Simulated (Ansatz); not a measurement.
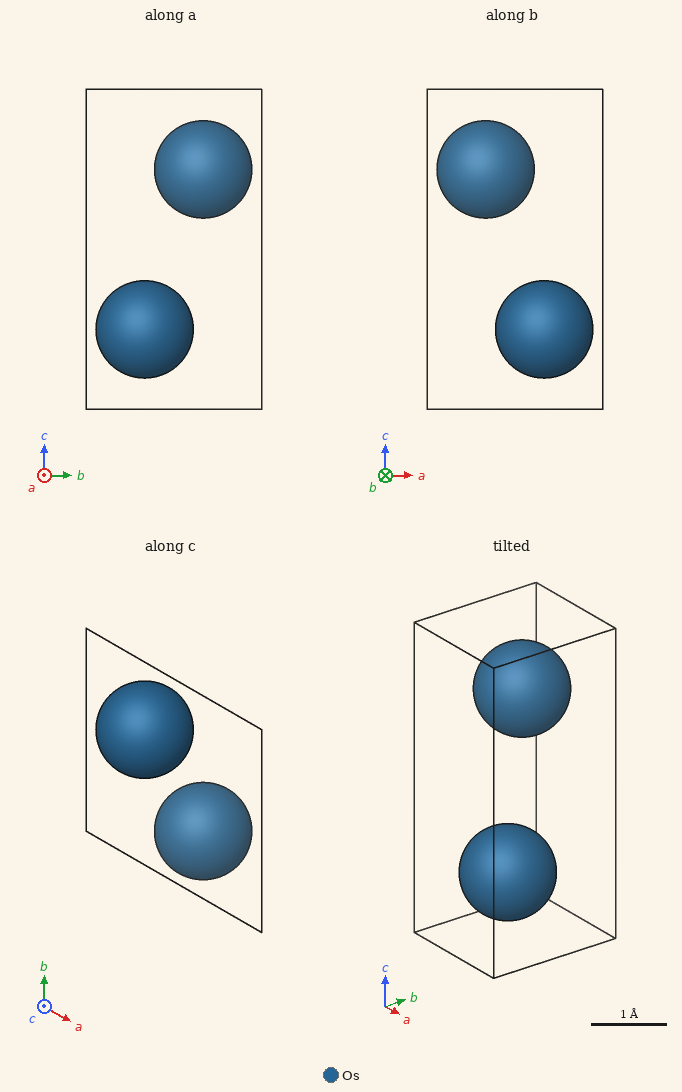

Drawn in the spheres-only manner and seen along the a axis, along the b axis, along the c axis and slightly off an axis. The lines enclose the conventional unit cell; boundary atoms appear with their images.

Lattice parameters: a = 2.7297 Å, b = 2.7297 Å, c = 4.3059 Å, α = 90.000°, β = 90.000°, γ = 120.000°.

Put the structure into a CIF in P1 with every atom of the cell.

Answer.
```cif
data_structure
_symmetry_space_group_name_H-M 'P 1'
_symmetry_Int_Tables_number 1
_cell_length_a 2.7297
_cell_length_b 2.7297
_cell_length_c 4.3059
_cell_angle_alpha 90.000
_cell_angle_beta 90.000
_cell_angle_gamma 120.000
_cell_volume 27.79
loop_
_atom_site_label
_atom_site_type_symbol
_atom_site_fract_x
_atom_site_fract_y
_atom_site_fract_z
_atom_site_occupancy
Os1 Os 0.3333 0.6667 0.7500 1
Os2 Os 0.6667 0.3333 0.2500 1
```

Starting structure: the standard structure of this element. Earlier steps of the study may have refined or changed the cell and positions. An electronic-structure calculation with Ansatz was run on it.
